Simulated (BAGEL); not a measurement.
# C3H9B (trimethylborane): a chain of runs

Wanted: the energy (HF/def2-SV(P)), then the energy (NEVPT2(2,2)/def2-SV(P)), then a single-point energy (CASPT2(2,2)/def2-SV(P)) of C3H9B (trimethylborane). 

The calculation is run with BAGEL 1.2.2.

### Step 1. The system as given

C3H9B has 13 atoms, charge 0, and is taken as a singlet. As SMILES, `CB(C)C`. The C4–H12 distance was set to 1.760 Å, away from the relaxed value. At this shape a bond of the SMILES string is far longer than usual.

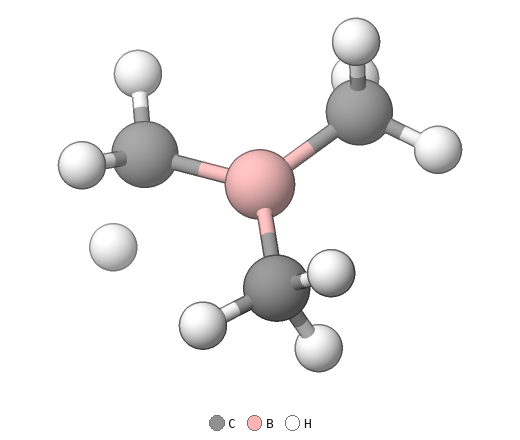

The structure, seen from a chosen angle (carbon grey, boron pink, hydrogen white).

### Step 2. A single-point energy at HF/def2-SV(P) (density fitting with svp-jkfit) (run 1)

The input, job.json:

```json
{ "bagel" : [

{
  "title" : "molecule",
  "basis" : "def2-sv_p_.json",
  "df_basis" : "svp-jkfit",
  "angstrom" : "true",
  "geometry" : [
    { "atom" : "C", "xyz" : [      -0.274984,       1.441562,      -0.733987 ] },
    { "atom" : "B", "xyz" : [       0.589096,       0.236492,      -0.220697 ] },
    { "atom" : "C", "xyz" : [       1.605366,       0.456332,       0.953173 ] },
    { "atom" : "C", "xyz" : [       0.421456,      -1.186208,      -0.859027 ] },
    { "atom" : "H", "xyz" : [      -0.809774,       1.268892,      -1.670217 ] },
    { "atom" : "H", "xyz" : [       0.318856,       2.357332,      -0.825897 ] },
    { "atom" : "H", "xyz" : [      -1.023774,       1.667992,       0.038283 ] },
    { "atom" : "H", "xyz" : [       1.666076,      -0.397998,       1.633923 ] },
    { "atom" : "H", "xyz" : [       1.455516,       1.371312,       1.530833 ] },
    { "atom" : "H", "xyz" : [       2.601976,       0.530252,       0.492133 ] },
    { "atom" : "H", "xyz" : [       0.340986,      -1.151208,      -1.949807 ] },
    { "atom" : "H", "xyz" : [      -1.123710,      -1.821720,      -0.305050 ] },
    { "atom" : "H", "xyz" : [       1.186016,      -1.913288,      -0.576527 ] }
  ]
},

{
  "title" : "hf"
},

{
  "title" : "print",
  "file" : "orbitals.molden",
  "orbitals" : "true"
}

]}
```

The basis set def2-SV(P) is read from a file made from the Basis Set Exchange's data (not shown).

The run is started by

```bash
$ BAGEL_NUM_THREADS=1 BAGEL job.json > job.out
```

The log of the run:

```text
* using 1 threads per process

  ===============================================================
  ===============================================================

  *** Geometry ***

  { "atom" : "C", "xyz" : [     -0.519644,      2.724157,     -1.387034 ] },
  { "atom" : "B", "xyz" : [      1.113230,      0.446905,     -0.417057 ] },
  { "atom" : "C", "xyz" : [      3.033702,      0.862343,      1.801236 ] },
  { "atom" : "C", "xyz" : [      0.796436,     -2.241608,     -1.623326 ] },
  { "atom" : "H", "xyz" : [     -1.530251,      2.397858,     -3.156253 ] },
  { "atom" : "H", "xyz" : [      0.602551,      4.454712,     -1.560719 ] },
  { "atom" : "H", "xyz" : [     -1.934652,      3.152048,      0.072344 ] },
  { "atom" : "H", "xyz" : [      3.148427,     -0.752107,      3.087667 ] },
  { "atom" : "H", "xyz" : [      2.750527,      2.591404,      2.892855 ] },
  { "atom" : "H", "xyz" : [      4.917022,      1.002031,      0.929997 ] },
  { "atom" : "H", "xyz" : [      0.644370,     -2.175468,     -3.684601 ] },
  { "atom" : "H", "xyz" : [     -2.123504,     -3.442552,     -0.576461 ] },
  { "atom" : "H", "xyz" : [      2.241245,     -3.615590,     -1.089478 ] },

  Number of auxiliary basis functions:      462

  Since a DF basis is specified, we compute 2- and 3-index integrals:
    o Being stored without compression. Storage requirement is 0.020 GB

  Number of basis functions:       74
  Number of electrons      :       32

    * METHOD: MOLECULE                             0.33

  *** RHF ***

  === Nuclear Repulsion ===
   111.0367123908

      * DIIS with orbital gradients will be used.

  === RHF iteration (def2-sv_p_.json) ===
      0       -143.06502536          0.02088769           0.06
      1       -143.27117613          0.00968314           0.06
      2       -143.31555466          0.00192437           0.06
      3       -143.31805948          0.00042291           0.05
      4       -143.31816177          0.00010573           0.06
      5       -143.31817436          0.00002013           0.06
      6       -143.31817478          0.00000561           0.06
      7       -143.31817481          0.00000188           0.05
      8       -143.31817481          0.00000048           0.05
      9       -143.31817481          0.00000017           0.05
     10       -143.31817481          0.00000007           0.05
     11       -143.31817481          0.00000003           0.05
     12       -143.31817481          0.00000001           0.05
    * SCF iteration converged.

    * Permanent dipole moment:
           (   -0.292604,    -0.113943,     0.097345) a.u.

    * METHOD: HF                                   0.90

    * METHOD: PRINT                                0.02

  ===============================================================
```

Wall time 1.4 s (1 thread of Intel Xeon Platinum 8259CL at 2.50GHz (Skylake/Cascade Lake), shared host).

### Step 3. The energy at NEVPT2(2,2)/def2-SV(P) (density fitting with svp-jkfit) (run 2)

The input, calc.json:

```json
{ "bagel": [

{
  "title": "molecule",
  "basis": "def2-sv_p_.json",
  "df_basis": "svp-jkfit",
  "angstrom": true,
  "geometry": [
    { "atom": "C", "xyz": [      -0.274984,       1.441562,      -0.733987 ] },
    { "atom": "B", "xyz": [       0.589096,       0.236492,      -0.220697 ] },
    { "atom": "C", "xyz": [       1.605366,       0.456332,       0.953173 ] },
    { "atom": "C", "xyz": [       0.421456,      -1.186208,      -0.859027 ] },
    { "atom": "H", "xyz": [      -0.809774,       1.268892,      -1.670217 ] },
    { "atom": "H", "xyz": [       0.318856,       2.357332,      -0.825897 ] },
    { "atom": "H", "xyz": [      -1.023774,       1.667992,       0.038283 ] },
    { "atom": "H", "xyz": [       1.666076,      -0.397998,       1.633923 ] },
    { "atom": "H", "xyz": [       1.455516,       1.371312,       1.530833 ] },
    { "atom": "H", "xyz": [       2.601976,       0.530252,       0.492133 ] },
    { "atom": "H", "xyz": [       0.340986,      -1.151208,      -1.949807 ] },
    { "atom": "H", "xyz": [      -1.123710,      -1.821720,      -0.305050 ] },
    { "atom": "H", "xyz": [       1.186016,      -1.913288,      -0.576527 ] }
  ]
},

{
  "title": "hf",
  "charge": 0
},

{
  "title": "casscf",
  "nstate": 1,
  "nact": 2,
  "nclosed": 15,
  "charge": 0,
  "active": [16, 17],
  "maxiter": 200,
  "natocc": true
},

{
  "title": "nevpt2",
  "nstate": 1,
  "nact": 2,
  "nclosed": 15,
  "charge": 0,
  "active": [16, 17],
  "maxiter": 200,
  "natocc": true,
  "ncore": 4
},

{
  "title": "print",
  "file": "orbitals.molden",
  "orbitals": true
}

]}
```

The basis set def2-SV(P) is read from a file made from the Basis Set Exchange's data (not shown).

The run is started by

```bash
$ BAGEL_NUM_THREADS=1 BAGEL calc.json > calc.out
```

The log of the run:

```text
* using 1 threads per process

  ===============================================================
  ===============================================================

  *** Geometry ***

  { "atom" : "C", "xyz" : [     -0.519644,      2.724157,     -1.387034 ] },
  { "atom" : "B", "xyz" : [      1.113230,      0.446905,     -0.417057 ] },
  { "atom" : "C", "xyz" : [      3.033702,      0.862343,      1.801236 ] },
[... 9 lines of this table left out ...]
  { "atom" : "H", "xyz" : [      2.241245,     -3.615590,     -1.089478 ] },

  Number of auxiliary basis functions:      462

  Since a DF basis is specified, we compute 2- and 3-index integrals:
    o Being stored without compression. Storage requirement is 0.020 GB

[... 18 lines left out ...]
    * SCF iteration converged.
[... 1 line left out ...]
    * Permanent dipole moment:
[... 27 lines left out ...]
    * Second-order optimization converged. *
[... 1 line left out ...]
     guess   0:   closed 1.                   open ..

  === FCI iteration ===

      0  0      -143.31637072     8.04e-02      0.00
      1  0      -143.35687395     1.60e-03      0.00
      2  0 *    -143.35689506     6.68e-16      0.00

     * ci vector, state   0, <S^2> = 0.0000
       2.     0.9696862981
       .2    -0.2443531936

    * METHOD: CASSCF                               3.08

    * freezing 4 orbitals

  === DF-NEVPT2 calculation ===

    * 3-index integral transformation done
    * assembly done

      NEVPT2 correlation energy:   -0.4377368462      0.22

          (+0)     -0.3907402759
          (+0)'    -0.0131930114
          (+1)     -0.0059448453
          (+1)'    -0.0000000000
          (+2)     -0.0003976600
          (-1)     -0.0253730835
          (-1)'     0.0000000000
          (-2)     -0.0020879701

      NEVPT2 total energy:       -143.7946319057

    * METHOD: NEVPT2                               0.35

    * METHOD: PRINT                                0.02

  ===============================================================
```

Run time: 4.8 s. Hardware: 1 thread of Intel Xeon Platinum 8259CL at 2.50GHz (Skylake/Cascade Lake), shared host.

### Step 4. The energy at CASPT2(2,2)/def2-SV(P) (density fitting with svp-jkfit) (run 3)

The input, caspt2.json:

```json
{ "bagel": [

{
  "title": "molecule",
  "basis": "def2-sv_p_.json",
  "df_basis": "svp-jkfit",
  "angstrom": true,
  "geometry": [
    { "atom": "C", "xyz": [      -0.274984,       1.441562,      -0.733987 ] },
    { "atom": "B", "xyz": [       0.589096,       0.236492,      -0.220697 ] },
    { "atom": "C", "xyz": [       1.605366,       0.456332,       0.953173 ] },
    { "atom": "C", "xyz": [       0.421456,      -1.186208,      -0.859027 ] },
    { "atom": "H", "xyz": [      -0.809774,       1.268892,      -1.670217 ] },
    { "atom": "H", "xyz": [       0.318856,       2.357332,      -0.825897 ] },
    { "atom": "H", "xyz": [      -1.023774,       1.667992,       0.038283 ] },
    { "atom": "H", "xyz": [       1.666076,      -0.397998,       1.633923 ] },
    { "atom": "H", "xyz": [       1.455516,       1.371312,       1.530833 ] },
    { "atom": "H", "xyz": [       2.601976,       0.530252,       0.492133 ] },
    { "atom": "H", "xyz": [       0.340986,      -1.151208,      -1.949807 ] },
    { "atom": "H", "xyz": [      -1.123710,      -1.821720,      -0.305050 ] },
    { "atom": "H", "xyz": [       1.186016,      -1.913288,      -0.576527 ] }
  ]
},

{ "title": "hf" },

{ "title": "casscf", "nstate": 1, "nact": 2, "nclosed": 15, "active": [16, 17], "maxiter": 200, "natocc": true },

{ "title": "print", "file": "orbitals.molden", "orbitals": true },

{ "title": "smith", "method": "caspt2", "ms": true, "xms": true, "sssr": true, "shift": 0.2, "shift_imag": true, "ncore": 4 }

]}
```

The basis set def2-SV(P) is read from a file made from the Basis Set Exchange's data (not shown).

The run is started by

```bash
$ BAGEL_NUM_THREADS=1 BAGEL caspt2.json > caspt2.out
```

The log of the run:

```text
* using 1 threads per process

  ===============================================================
  ===============================================================

  *** Geometry ***

  { "atom" : "C", "xyz" : [     -0.519644,      2.724157,     -1.387034 ] },
  { "atom" : "B", "xyz" : [      1.113230,      0.446905,     -0.417057 ] },
  { "atom" : "C", "xyz" : [      3.033702,      0.862343,      1.801236 ] },
[... 9 lines of this table left out ...]
  { "atom" : "H", "xyz" : [      2.241245,     -3.615590,     -1.089478 ] },

  Number of auxiliary basis functions:      462

  Since a DF basis is specified, we compute 2- and 3-index integrals:
    o Being stored without compression. Storage requirement is 0.020 GB

[... 18 lines left out ...]
    * SCF iteration converged.
[... 1 line left out ...]
    * Permanent dipole moment:
[... 27 lines left out ...]
    * Second-order optimization converged. *
[... 9 lines left out ...]
     * ci vector, state   0, <S^2> = 0.0000
[... 16 lines left out ...]
    * Zeroth order energy : state  0       -0.7245053445
[... 4 lines left out ...]
       #      aibj      arbs      arbi      airj      risj      airs      arst      rist         Etot      error   time
[... 2 lines left out ...]
       0  -0.38899  -0.00264  -0.02611  -0.00632  -0.00055  -0.01215  -0.00000   0.00000   -0.4367639  0.0008923   0.13
       1  -0.38904  -0.00266  -0.02615  -0.00637  -0.00058  -0.01232  -0.00000  -0.00000   -0.4371241  0.0001333   0.11
       2  -0.38905  -0.00266  -0.02615  -0.00637  -0.00058  -0.01233  -0.00000  -0.00000   -0.4371331  0.0000218   0.11
       3  -0.38905  -0.00266  -0.02615  -0.00637  -0.00058  -0.01233  -0.00000  -0.00000   -0.4371333  0.0000037   0.12
       4  -0.38905  -0.00266  -0.02615  -0.00637  -0.00058  -0.01233   0.00000  -0.00000   -0.4371333  0.0000005   0.12

      ------------------------------------------------------------------------------------------------------------------

    * CASPT2 energy : state  0     -143.7965170272
        w/o shift correction       -143.7940283461
        reference weight              0.8653903964

    * METHOD: SMITH                                0.84

  ===============================================================
```

Run time: 5.7 s. Hardware: 1 thread of Intel Xeon Platinum 8259CL at 2.50GHz (Skylake/Cascade Lake), shared host.

### Step 5. Summary of results

```
                                   quantity          value
         run 1, HF/def2-SV(P): total energy  -143.31817 Eh
        run 1, HF/def2-SV(P): dipole moment         0.84 D
          run 1, HF/def2-SV(P): HOMO energy      -10.99 eV
          run 1, HF/def2-SV(P): LUMO energy        2.10 eV
        run 1, HF/def2-SV(P): HOMO–LUMO gap       13.09 eV
run 2, NEVPT2(2,2)/def2-SV(P): total energy  -143.79463 Eh
run 3, CASPT2(2,2)/def2-SV(P): total energy  -143.79652 Eh
```
